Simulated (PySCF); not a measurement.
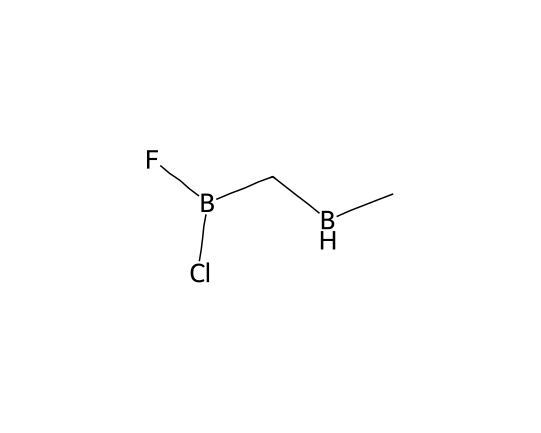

2D structure.

Write the SMILES.

Answer. CBCB(F)Cl

What is the molecular formula?

Answer. C2H6B2ClF.

An optimisation with PBE0-D3(BJ)/def2-SVP gave a structure of which point group?

Answer. C1. Other conformers may differ.

The parts below concern this one geometry. Atoms keep their numbers from picture to picture. Computed geometry: PBE0-D3(BJ)/def2-SVP optimisation. No frequency run is at hand to confirm it as a minimum.

### Geometry

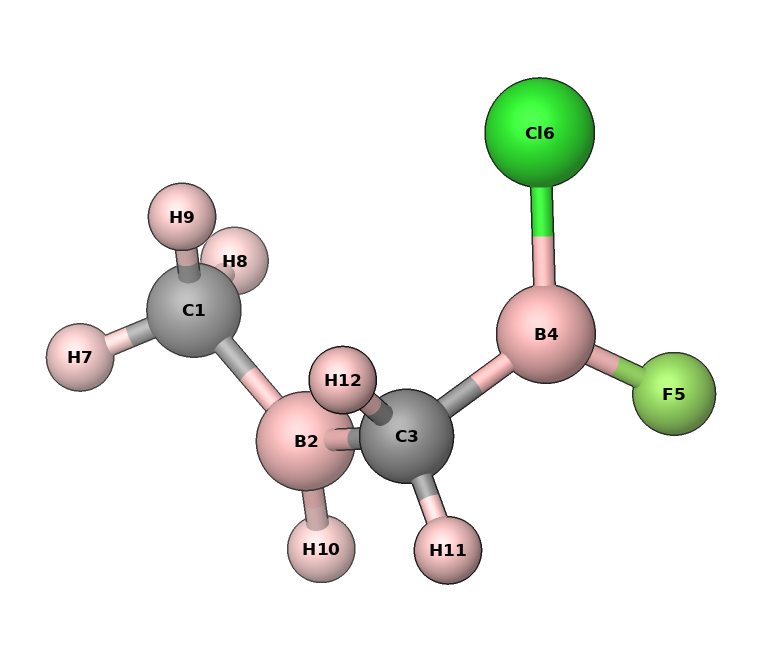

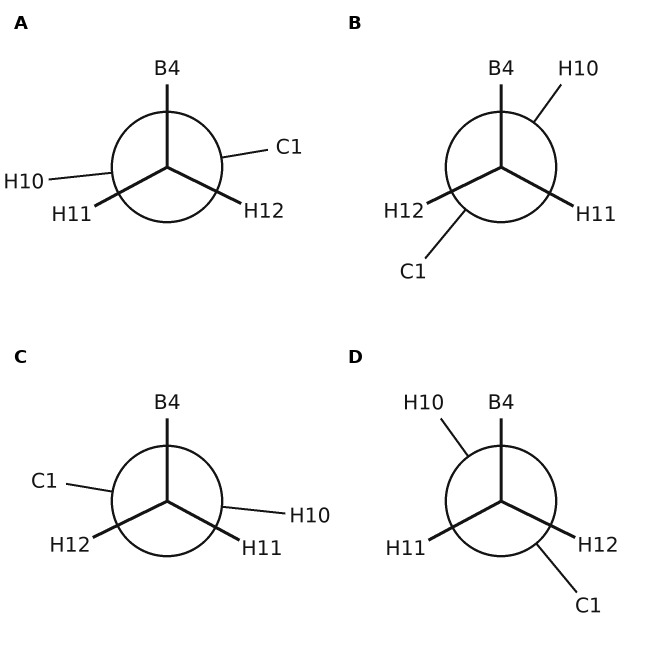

Atoms fade into the background with distance from the viewer. Bonds that would overlap in a projection are set slightly apart. No frequency run is at hand to confirm it as a minimum.

Which Newman projection shows the view along C3–B2, with C3 in front?

Answer. C. The torsion angle B4–C3–B2–C1 is −80°, about perpendicular.

### NMR shielding

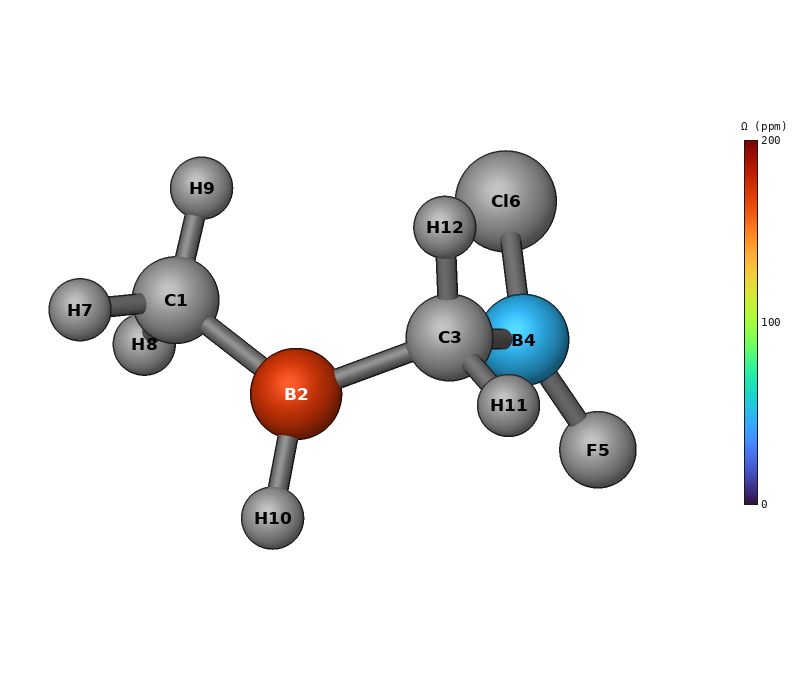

The B atoms are coloured by the span of their shielding tensor. No frequency run is at hand to confirm it as a minimum. Level of theory: GIAO KT2/pcSseg-1 NMR shielding, non-relativistic, gas phase (PySCF 2.14.0). Principal shieldings σ11 ≤ σ22 ≤ σ33, span Ω = σ33 − σ11, skew κ = 3(σiso − σ22)/Ω.

Which B atom has the most anisotropic shielding?

Answer. B2, with a span of 172 ppm.

Give the shielding tensors of the B atoms.

| atom | σ11 | σ22 | σ33 | σiso | Ω | κ |
| --- | --- | --- | --- | --- | --- | --- |
| B2 | −53.3 | −12.9 | 119.0 | 17.6 | 172.3 | 0.53 |
| B4 | 28.6 | 76.0 | 76.5 | 60.4 | 47.9 | −0.98 |

Shieldings and span in ppm.

### Core levels

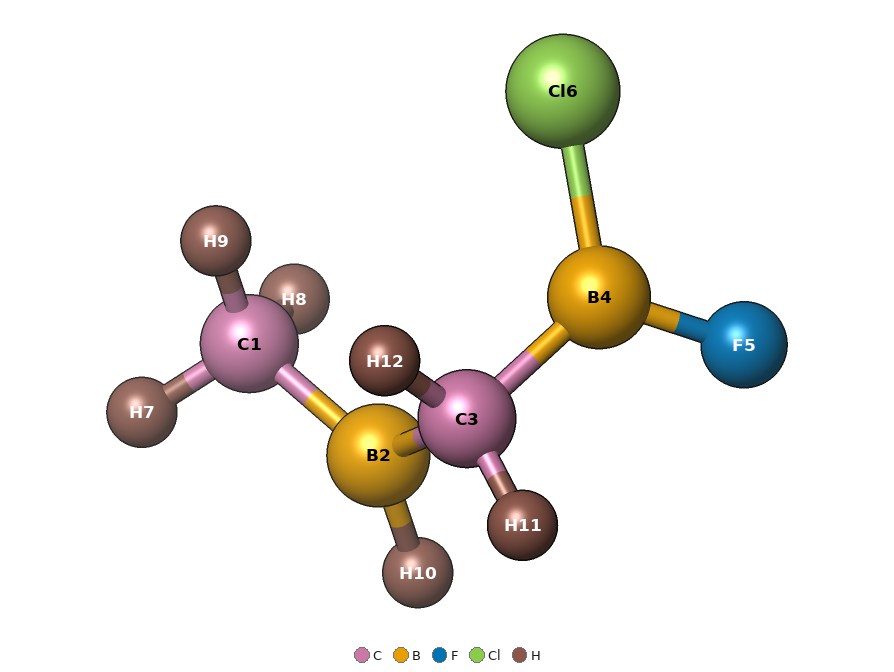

No frequency run is at hand to confirm it as a minimum. Method: delta-SCF UKS HF, pcX-2 on the ionised atom, pcseg-1 elsewhere, spin-free X2C (PySCF 2.14.0).

Give the core-electron binding energies (to vacuum; p and d levels without spin–orbit splitting) of C1 1s, B2 1s, C3 1s, B4 1s, F5 1s, Cl6 1s, Cl6 2p.

| atom | level | binding energy (eV) |
| --- | --- | --- |
| C1 | 1s | 290.2 |
| B2 | 1s | 196.4 |
| C3 | 1s | 290.1 |
| B4 | 1s | 199.6 |
| F5 | 1s | 692.8 |
| Cl6 | 1s | 2830.1 |
| Cl6 | 2p | 206.6 |

### Electronic properties

No frequency run is at hand to confirm it as a minimum. Method: B97-D/pcSseg-1, gas phase (PySCF 2.14.0).

Predict the main results.

- dipole moment: 1.56 D
- HOMO energy (Kohn–Sham orbital): −7.49 eV
- LUMO energy (Kohn–Sham orbital): −2.36 eV
- HOMO–LUMO gap: 5.13 eV
